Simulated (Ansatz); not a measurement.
Input file:

```
crystal:
  periodic: [false, false, false]
  atoms:
    - {symbol: Zn, position_ang: [-0.025696, 0.968590, -1.352308]}
    - {symbol: Zn, position_ang: [-1.465330, -0.777000, -0.128979]}
    - {symbol: O, position_ang: [1.101175, 0.335446, 0.438418]}
    - {symbol: O, position_ang: [0.389852, -0.527037, 1.042869]}
basis:
  gaussian: {orbitals: def2-TZVP, initial_orbitals: start.molden}
magnetization: {spin_polarized: true, initial_magnetization: 2}
hamiltonian: {xc: pbe0, dispersion: d4}
scf: {omitted_lower_state_checks: [starts]}
output: {orbitals: {seedname: orbitals}}
```

Command:

```sh
ansatz run in.yaml --threads 2 --pin off --events-out ev --progress --plain --max-ram 4352MiB
```

Geometry: PBE0-D4/def2-SVP.

Theory: UKS PBE0-D4/def2-TZVP in Ansatz 0.2.0.

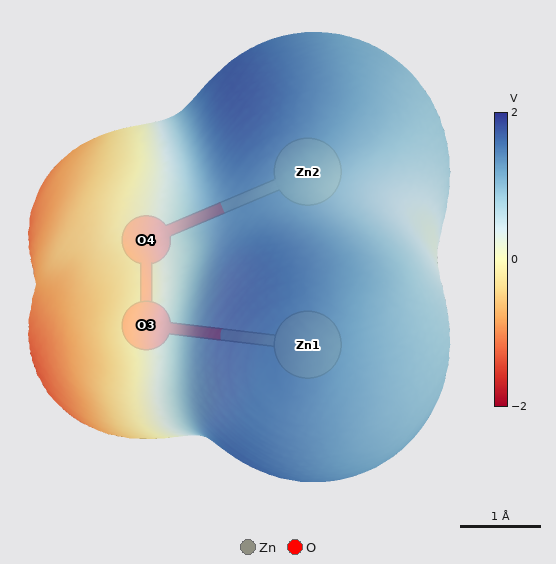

O$_{2}$Zn$_{2}$ (triplet). The molecular electrostatic potential painted on the density surface at 0.004 e/bohr³, seen at a tilt; red is negative and blue positive.

Q: Describe the electrostatic potential map.

A: The most negative region (about −1.3 V, or −30 kcal/mol for a unit charge) lies over O3 and O4, the most positive (about +1.8 V, or +42 kcal/mol for a unit charge) over Zn1 and Zn2.
